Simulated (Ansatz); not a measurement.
# Li2Sc (built on the sites of a database entry of ScCu2): phonons and vibrational spectra, part 2 of 2

Aim: the phonons of Li2Sc (built on the sites of a database entry of ScCu2) at a cell relaxed beforehand at this level. After the zone centre comes a 2×2×2 q mesh on a 20×20×20 k mesh.

Ansatz 0.2.0; DFT PBEsol, scalar-relativistic, plane waves, PAW.

So far. Step 2 (Linear response at the zone centre): Before it was imposed, the acoustic sum rule was missed by 1.2e-4 eV/Å². Small misses are needed for a sound result but don't prove that mesh and cutoff are converged. The lowest optical mode is real, 234 cm⁻¹.

The structure was built from a prototype and need not be the compound's stable phase.

**3. Response at finite wavevector (continued)**

The partial phonon density of states has structure finer than the step of the table below, so its rows give means over 25 cm⁻¹, whole bins alone (the curve runs from -10 to 407 cm⁻¹). Peaks (cm⁻¹: height): Li 233.9: 0.0688, 367.7: 0.107; Sc 100.2: 0.0560.

Phonopy on the run's constants, 17x17x21 mesh, Gaussian sigma 3.0 cm-1. Interpolated from a 2×2×2 q mesh, rough between the solved points. Table of partial phonon density of states by wavenumber; means over each step; values in 1/cm⁻¹/cell:

| wavenumber (cm⁻¹) | Li | Sc |
| --- | --- | --- |
| 25 | 3.2e-4 | 0.00112 |
| 50 | 0.00115 | 0.00474 |
| 75 | 0.00281 | 0.0214 |
| 100 | 0.00413 | 0.0458 |
| 125 | 0.00252 | 0.0269 |
| 150 | 4.9e-4 | 0.00847 |
| 175 | 3.1e-6 | 1.0e-4 |
| 200 | 5.1e-4 | 1.1e-5 |
| 225 | 0.0509 | 0.00411 |
| 250 | 0.0328 | 0.00382 |
| 275 | 0.0112 | 4.1e-4 |
| 300 | 0.0171 | 5.0e-4 |
| 325 | 0.0216 | 6.4e-4 |
| 350 | 0.0429 | 9.5e-4 |
| 375 | 0.0515 | 1.0e-3 |

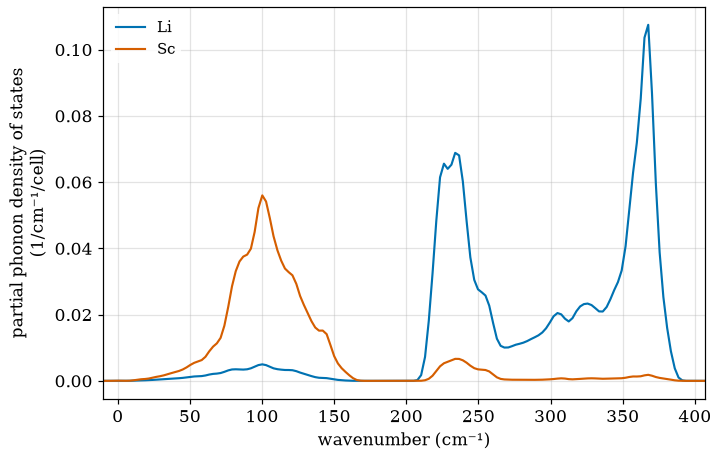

Partial phonon density of states against wavenumber.

Harmonic thermodynamic functions per atom, from the density of states. Interpolated from a 2×2×2 q mesh, rough between the solved points. Thermodynamic functions, by row:

| T (K) | F_vib (meV/atom) | S (J/mol-atom/K) | C_V (J/mol-atom/K) |
| --- | --- | --- | --- |
| 0 | 43.67 | 0 | 0 |
| 50 | 43.34 | 2.243 | 4.733 |
| 100 | 40.82 | 7.644 | 11.48 |
| 200 | 27.12 | 18.46 | 19.31 |
| 300 | 3.41 | 26.91 | 22.1 |
| 400 | -28 | 33.44 | 23.27 |
| 500 | -65.47 | 38.7 | 23.84 |
| 600 | -107.9 | 43.08 | 24.17 |
| 700 | -154.6 | 46.83 | 24.37 |
| 800 | -204.8 | 50.09 | 24.5 |
| 900 | -258.3 | 52.98 | 24.59 |
| 1000 | -314.5 | 55.58 | 24.66 |

Harmonic mean-square displacement, third of the trace. Interpolated from a 2×2×2 q mesh, rough between the solved points. Mean square displacements, by row:

| T (K) | Sc1 U_eq (Å²) | Li2 U_eq (Å²) | Li3 U_eq (Å²) |
| --- | --- | --- | --- |
| 0 | 0.00372 | 0.00933 | 0.00933 |
| 100 | 0.00699 | 0.01146 | 0.01146 |
| 300 | 0.01871 | 0.02245 | 0.02245 |
| 600 | 0.03697 | 0.0421 | 0.0421 |

Symmetry leaves 4 wavevectors to solve. The lowest mode among them, the acoustic zeros apart, lies at q = (-0.5, -0.5, -0.5) and is real, 83.4 cm⁻¹.

**4. Another isotope**

An isotope changes the mass and not the force constants, so no new electronic calculation is needed; the shifts show which modes move this element.

The same force constants with the mass of Li changed from 6.940 to 6.015 u (phonopy, no LO-TO term). Both lists are sorted by frequency; levels can cross, so a row need not hold one and the same mode. Modes under 3 cm⁻¹ are left out. Isotope shifts, by row:

| q | rank | natural mass (cm⁻¹) | changed mass (cm⁻¹) |
| --- | --- | --- | --- |
| 0 0 0 | 4 | 234.2 | 247.6 |
| 0 0 0 | 5 | 234.2 | 247.6 |
| 0 0 0 | 6 | 242.3 | 256.1 |
| 0 0 0 | 7 | 327.2 | 351.5 |
| 0 0 0 | 8 | 373.6 | 401.3 |
| 0 0 0 | 9 | 373.6 | 401.3 |
| 0 0 -0.5 | 1 | 111.5 | 111.9 |
| 0 0 -0.5 | 2 | 112.4 | 114.4 |
| 0 0 -0.5 | 3 | 163.4 | 163.5 |
| 0 0 -0.5 | 4 | 214.7 | 230.7 |
| 0 0 -0.5 | 5 | 246 | 259.6 |
| 0 0 -0.5 | 6 | 301 | 323.3 |
| 0 0 -0.5 | 7 | 330.9 | 354.2 |
| 0 0 -0.5 | 8 | 363 | 389.9 |
| 0 0 -0.5 | 9 | 367.6 | 394.6 |
| 0 -0.5 0 | 1 | 85.2 | 85.22 |
| 0 -0.5 0 | 2 | 97.24 | 97.87 |
| 0 -0.5 0 | 3 | 119.5 | 120.5 |
| 0 -0.5 0 | 4 | 233.8 | 251.2 |
| 0 -0.5 0 | 5 | 237.7 | 252.7 |
| 0 -0.5 0 | 6 | 305.1 | 327.7 |
| 0 -0.5 0 | 7 | 313.2 | 336.4 |
| 0 -0.5 0 | 8 | 357 | 381.8 |
| 0 -0.5 0 | 9 | 362.9 | 389.8 |
| -0.5 -0.5 -0.5 | 1 | 83.41 | 83.68 |
| -0.5 -0.5 -0.5 | 2 | 83.41 | 83.68 |
| -0.5 -0.5 -0.5 | 3 | 103.8 | 104.2 |
| -0.5 -0.5 -0.5 | 4 | 213.9 | 229.8 |
| -0.5 -0.5 -0.5 | 5 | 213.9 | 229.8 |
| -0.5 -0.5 -0.5 | 6 | 251.7 | 270.4 |
| -0.5 -0.5 -0.5 | 7 | 362.5 | 388.1 |
| -0.5 -0.5 -0.5 | 8 | 385.6 | 412.8 |
| -0.5 -0.5 -0.5 | 9 | 385.6 | 412.8 |

A mode of this element alone would shift by +7.41 %. The highest zone-centre frequency without the field goes from 373.6 to 401.3 cm⁻¹ (+7.4 %). The product of the frequency ratios over all optical modes at Γ is 1.464; the product rule, (m/m′)^(3k/2) (M′/M)^(3/2) with k = 2 such atoms and M the mass of the cell, gives 1.464.

**5. Summary of results**

| Quantity | Value |
| --- | --- |
| space group (within 0.01 Å) | I4/mmm |
| volume per atom | 19.9 Å³ |
| electronic character | no gap on this mesh |
| highest optical mode at the zone centre (no LO-TO term) | 374 cm⁻¹ |
| lowest optical zone-centre mode | 234 cm⁻¹ |
| lowest mode on the q mesh (acoustic modes at Γ apart) | 83.4 cm⁻¹ |
| highest frequency on the path or at a solved wavevector | 386 cm⁻¹ |
| zero-point energy per atom | 43.7 meV |
| heat capacity at 300 K | 22.1 J/(mol atoms K) |
| vibrational entropy at 300 K | 26.9 J/(mol atoms K) |
| Debye temperature (second moment) | 479 K |
| imaginary modes on the 2×2×2 q mesh | none |

In words: The structure is a minimum as far as tested: no mode is imaginary at the 4 irreducible wavevectors of the 2×2×2 mesh, and the softest away from the acoustic zeros lies at 83 cm⁻¹. The optical modes at Γ span 234 to 374 cm⁻¹. The highest mode in this list at Γ, 373.6 cm⁻¹, is mostly motion of Li (100 % of the kinetic energy). On the path and the mesh, the widest gap between branches runs from 163 to 214 cm⁻¹. The q mesh stands for a supercell only 6.8 Å across, so branches between the solved wavevectors are rough. With no gap, or one that is small against the smearing, the frequencies hang on the k mesh and the smearing, most of all near Kohn anomalies. The phonon runs are without spin polarisation, although the cell has an odd electron count. The starting cell was built on a prototype and not taken from a measurement, so the phase need not exist. These are harmonic frequencies at zero temperature: anharmonic shifts, linewidths and thermal expansion are left out.

[Hosts, paths, dates, database ids (printed as entryN), source tags and the programs' standing remarks are cut or masked in the printed files.]
